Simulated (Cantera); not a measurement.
Charge: 1 mol SiHCl3, 9.5 mol H2, equilibrated at 100000 Pa.

These are equilibrium values from Cantera (NASA tables, ideal gas, pure condensed phases), not measurements of a reactor. Candidate condensed phases: Si; 19 gas species. The tables' values for SiCl3 are old estimates; treat these amounts as uncertain. Equilibrium is a limit: real reactors are often held back by kinetics, nucleation or transport.

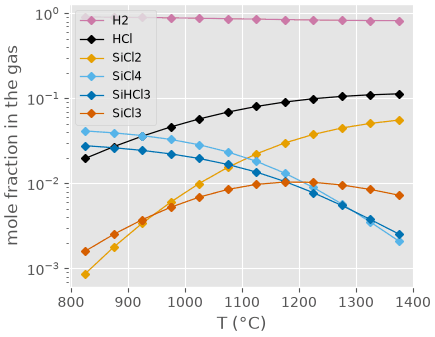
Fig. 1. Equilibrium gas composition (values under 1e-9 drawn at 1e-9)

From 825 °C to 1375 °C the condensed part is Si(s). The main Si-bearing gas is SiCl4 at 825 °C and SiCl2 at 1375 °C. The share of Si in condensed phases is highest at 1125 °C (27.6 %) and lowest at 825 °C (20.7 %).
